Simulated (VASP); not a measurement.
Band structure of MgSn2 (space group Cm). These are PBEsol GGA, VASP's PBE PAW potentials (set 64) (plane waves; VASP) values and carry that method's errors.

Unless said otherwise, spin-orbit coupling is left out, though it shifts the bands of the heavy elements here.

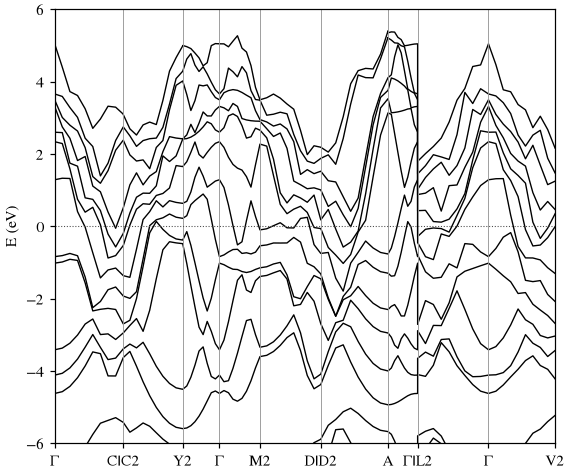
Bands along high-symmetry lines, zero at the valence-band maximum or, without a gap, the Fermi level

Task: Read the plot: is there a gap, and where are the band edges?

Result: It has no gap at this level: it comes out as a metal or semimetal. (Edges off the drawn lines would not show.)

The structure comes from a computed database's MgSn2 entry (Cm); how it stands against other phases isn't given here. It was relaxed first, which changed the volume by -6 %.
